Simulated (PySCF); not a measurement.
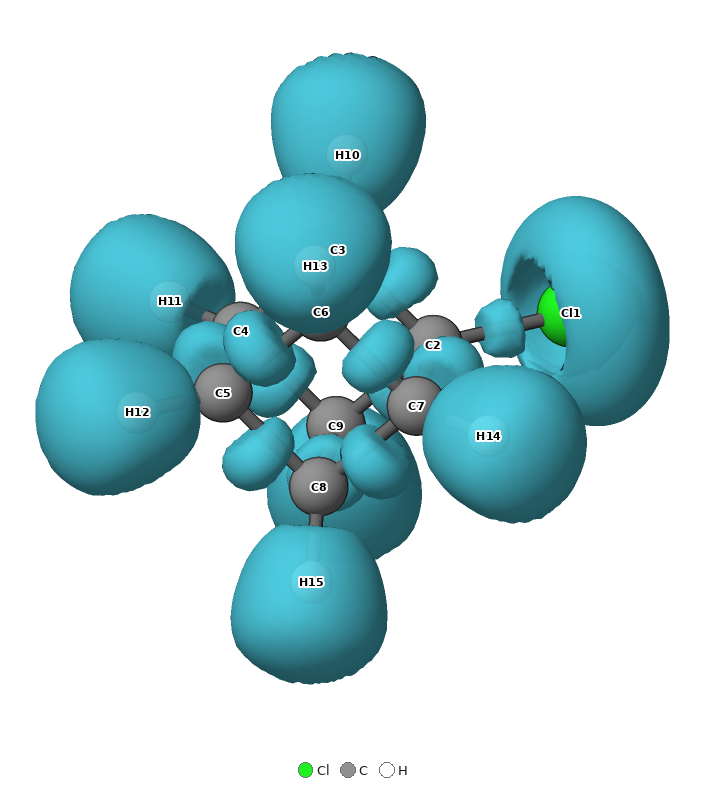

C₈H₇Cl. Isosurface of the ELF at 0.8 (cyan), seen at a tilt. Core shells and regions of very low density are left out.

Geometry: GFN2-xTB.

Computed with PBE0/def2-SVPD, SCF density, gas phase in PySCF.

```xyz
16

Cl   -0.5605    2.2920   -1.8981
C    -0.2387    0.9700   -0.8039
C    -0.0059    1.1201    0.7139
C    -0.9475   -0.0783    0.9613
C     0.2554   -1.0411    0.8629
C     1.1960    0.1566    0.6091
C     0.9662    0.0124   -0.9108
C     0.0209   -1.1814   -0.6566
C    -1.1856   -0.2231   -0.5574
H    -0.0191    2.0574    1.2547
H    -1.7225   -0.1137    1.7165
H     0.4568   -1.8602    1.5418
H     2.1589    0.3127    1.0787
H     1.7318    0.0602   -1.6740
H     0.0316   -2.1102   -1.2128
H    -2.1455   -0.3644   -1.0368
```

Question: Identify the bonds, lone pairs and shells in this picture.

Answer: The surface consists of twelve regions between bonded C–C atoms (shared pairs), one region between bonded C–Cl atoms (shared pairs), seven regions around hydrogen nuclei and one ring or bowl of non-bonding electrons around Cl.

Values along the shortest contacts:
C–C (1.54 Å): the ELF peaks at about 0.95 between the atoms; localised, covalent bonding. C–Cl (1.75 Å): the ELF peaks at about 0.90 between the atoms: a shared electron pair.
